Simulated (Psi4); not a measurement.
# [CF2]+ (SMILES F[C+]F): UHF/STO-3G

Aim: the energy change on altering one bond length of [CF2]+ at UHF/STO-3G, from 2 runs. 

The results are computed with Psi4 1.11.

6 further runs of the same task are left out: 4 that didn't finish, 2 set aside as unsound or not needed.

### 1 The molecule

[CF2]+: 3 atoms, total charge +1, spin state doublet. As SMILES, `F[C+]F`. The coordinates come from a PBE0-D4/def2-TZVP relaxation.

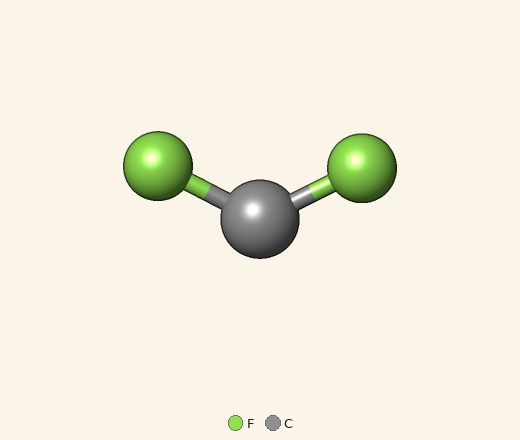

Viewed from a chosen angle; fluorine green, carbon grey.

### 2 Energy and forces at UHF/STO-3G

cf2.xyz reads:

```xyz
3
CF2
F      0.379110     0.972980     0.316190
C      0.275710    -0.221360     0.127270
F     -0.654830    -0.751620    -0.443470
```

job.py reads:

```python
import psi4

psi4.set_memory('2200 MB')
psi4.set_num_threads(1)
psi4.core.set_output_file('psi4.out', False)

with open('cf2.xyz') as f:
    atoms = ''.join(f.readlines()[2:])
m = psi4.geometry('1 2\n' + atoms + 'symmetry c1')

psi4.set_options({
    'reference': 'uhf',
    'puream': True,
    'e_convergence': 1e-09,
    'd_convergence': 1e-08,
    'scf_type': 'pk',
    'maxiter': 100,
})

e_tot, wfn = psi4.gradient('hf/STO-3G', return_wfn=True)
psi4.oeprop(wfn, 'MULLIKEN_CHARGES', 'DIPOLE', 'WIBERG_LOWDIN_INDICES', title='HF')
print('gradient / Eh bohr^-1')
print(e_tot.np.round(6))
print(f'energy = {wfn.energy():.10f} Eh')
for k, v in sorted(psi4.core.scalar_variables().items()):
    print(f'{k:45s} {v:18.10f}')
```

Started as:

```console
python job.py
```

psi4.out:

```text
[...]
  Running in c1 symmetry.
[...]
  Nuclear repulsion =   67.033256693421976
[...]
  Multiplicity = 2
[...]
  Nalpha       = 12
  Nbeta        = 11
[...]
    Number of basis functions: 15
[...]
   @UHF iter   1:  -233.01048858314647   -5.04880e-01   2.26955e-02 DIIS/ADIIS
[...]
   @UHF iter  13:  -233.09312963660318    1.42109e-13   4.85036e-09 DIIS
[...]
   @S^2 Observed:                7.572802016E-01
[...]
    Orbital Energies [Eh]
    ---------------------
    Alpha Occupied:
       1A    -26.602196     2A    -26.602136     3A    -11.784520
       4A     -2.134828     5A     -2.060862     6A     -1.271168
       7A     -1.156690     8A     -1.154671     9A     -1.106442
      10A     -0.988109    11A     -0.954463    12A     -0.828038
    Alpha Virtual:
      13A     -0.213009    14A      0.217279    15A      0.344958
    Beta Occupied:
       1A    -26.597935     2A    -26.597884     3A    -11.757164
[...]
  @UHF Final Energy:  -233.09312963660318
   => Energetics <=
    Nuclear Repulsion Energy =             67.0332566934219756
    One-Electron Energy =                -448.1032647176097043
    Two-Electron Energy =                 147.9768783875845202
    Total Energy =                       -233.0931296366031802
  UHF NO Occupations:
  HONO-2 :   10  A 1.9988962
  HONO-1 :   11  A 1.9982350
[...]
  -Total Gradient:
     Atom            X                  Y                   Z
    ------   -----------------  -----------------  -----------------
       1       -0.018213336965    -0.105692901686     0.000000000000
       2       -0.077175619520     0.056656404327    -0.000000000000
       3        0.095388956485     0.049036497360     0.000000000000
[...]
 Multipole Moments:
 ------------------------------------------------------------------------------------
     Multipole            Electronic (a.u.)      Nuclear  (a.u.)        Total (a.u.)
 ------------------------------------------------------------------------------------
 L = 1.  Multiply by 2.5417464519 to convert [e a0] to [Debye]
 Dipole X            :          0.1377671            0.2057569            0.3435240
 Dipole Y            :         -0.1011499           -0.1510640           -0.2522139
 Dipole Z            :         -0.0000000            0.0000000           -0.0000000
 Magnitude           :                                                    0.4261697
[...]
  Mulliken Charges: (a.u.)
   Center  Symbol    Alpha    Beta     Spin     Total
       1     F     4.50071  4.40543  0.09528  0.09385
       2     C     2.99857  2.18913  0.80944  0.81230
       3     F     4.50071  4.40543  0.09528  0.09385
   Total alpha = 12.00000, Total beta = 11.00000, Total charge =  1.00000
  Wiberg Bond Indices using Orthogonal Lowdin Orbitals:
  Total Bond Index:
  Irrep: 1 Size: 3 x 3
[...]
```

The script printed:

```text
gradient / Eh bohr^-1
[[-0.018213 -0.105693  0.      ]
 [-0.077176  0.056656 -0.      ]
 [ 0.095389  0.049036  0.      ]]
energy = -233.0931296366 Eh
CURRENT ENERGY                                   -233.0931296366
CURRENT REFERENCE ENERGY                         -233.0931296366
DD SOLVATION ENERGY                                 0.0000000000
HF KINETIC ENERGY                                 228.4120102088
HF POTENTIAL ENERGY                              -461.5051398454
HF TOTAL ENERGY                                  -233.0931296366
HF VIRIAL RATIO                                     2.0204941913
NUCLEAR REPULSION ENERGY                           67.0332566934
ONE-ELECTRON ENERGY                              -448.1032647176
PCM POLARIZATION ENERGY                             0.0000000000
PE ENERGY                                           0.0000000000
SCF ITERATION ENERGY                             -233.0931296366
SCF ITERATIONS                                     13.0000000000
SCF TOTAL ENERGY                                 -233.0931296366
TWO-ELECTRON ENERGY                               147.9768783876
```

Run time: 7.8 s. Hardware: 1 thread of AMD EPYC (Zen 3), shared host; peak memory 0.18 GiB.

### 3 The distorted shape at the same level

calc.in reads:

```
memory 2200 MB

molecule {
  1 2
  F      1.123558     1.397197     0.772792
  C      1.020158     0.202857     0.583872
  F     -0.654830    -0.751620    -0.443470
  symmetry c1
  no_reorient
  no_com
}

set globals {
  basis STO-3G
  reference uhf
  puream true
  e_convergence 1e-09
  d_convergence 1e-08
  scf_type pk
  maxiter 100
}

result, w = gradient('hf', return_wfn=True)
oeprop(w, 'LOWDIN_CHARGES', 'MAYER_INDICES', 'WIBERG_LOWDIN_INDICES')
```

Started as:

```console
psi4 -n 1 calc.in calc.out
```

calc.out:

```text
[...]
  Running in c1 symmetry.
[...]
  Nuclear repulsion =   50.713379128269096
[...]
  Multiplicity = 2
[...]
  Nalpha       = 12
  Nbeta        = 11
[...]
    Number of basis functions: 15
[...]
   @UHF iter   1:  -232.31414603384246   -5.78770e-01   2.91389e-02 ADIIS/DIIS
[...]
   @UHF iter  34:  -233.02240392508847    1.98952e-13   5.82010e-09 DIIS
[...]
   @S^2 Observed:                8.127299441E-01
[...]
    Orbital Energies [Eh]
    ---------------------
    Alpha Occupied:
       1A    -26.696286     2A    -26.231405     3A    -11.741701
       4A     -2.158589     5A     -1.750454     6A     -1.274581
       7A     -1.103472     8A     -1.095775     9A     -0.955355
      10A     -0.836765    11A     -0.756589    12A     -0.750788
    Alpha Virtual:
      13A     -0.239316    14A     -0.229237    15A      0.248374
    Beta Occupied:
       1A    -26.695876     2A    -26.203213     3A    -11.741158
[...]
  @UHF Final Energy:  -233.02240392508847
   => Energetics <=
    Nuclear Repulsion Energy =             50.7133791282690964
    One-Electron Energy =                -417.9566763619584435
    Two-Electron Energy =                 134.2208933086008926
    Total Energy =                       -233.0224039250884687
  UHF NO Occupations:
  HONO-2 :   10  A 1.9998454
  HONO-1 :   11  A 1.9683546
[...]
 Multipole Moments:
 ------------------------------------------------------------------------------------
     Multipole            Electronic (a.u.)      Nuclear  (a.u.)        Total (a.u.)
 ------------------------------------------------------------------------------------
 L = 1.  Multiply by 2.5417464519 to convert [e a0] to [Debye]
 Dipole X            :        -17.7018971           19.5388233            1.8369262
 Dipole Y            :        -12.1669243           13.2797385            1.1128142
 Dipole Z            :        -11.0871400           12.2211045            1.1339645
 Magnitude           :                                                    2.4286887
[...]
  -Total Gradient:
     Atom            X                  Y                   Z
    ------   -----------------  -----------------  -----------------
       1        0.004209679701     0.001262670792     0.002456392895
       2       -0.006155291368     0.000552379316    -0.003326552508
       3        0.001945611666    -0.001815050110     0.000870159614
[...]
```

It took 8.5 s on 1 thread of AMD EPYC (Zen 3), shared host; peak memory 0.18 GiB.

### 4 What came out

Level: UHF/STO-3G.

```
                                                         quantity          value
                                        first shape: total energy  -233.09313 Eh
                  first shape: HOMO energy (highest over α and β)      -22.53 eV
                   first shape: LUMO energy (lowest over α and β)       -6.08 eV
                                                first shape: ⟨S²⟩          0.757
                            first shape: largest force on an atom     5.515 eV/Å
                                    distorted shape: total energy  -233.02240 Eh
              distorted shape: HOMO energy (highest over α and β)      -19.09 eV
               distorted shape: LUMO energy (lowest over α and β)       -6.51 eV
                                            distorted shape: ⟨S²⟩          0.813
                        distorted shape: largest force on an atom     0.361 eV/Å
energy change with the C2–F3 bond stretched from 1.214 to 2.185 Å       1.925 eV
```

What this shows: With the C2–F3 bond stretched from 1.214 to 2.185 Å the energy rises by 1.92 eV (44 kcal/mol). The first shape isn't relaxed at this level, so the change isn't measured from a minimum. The minimal basis adds a large error of its own. The largest force (first shape) is 5.52 eV/Å: the shape isn't a stationary point for this species at this level.
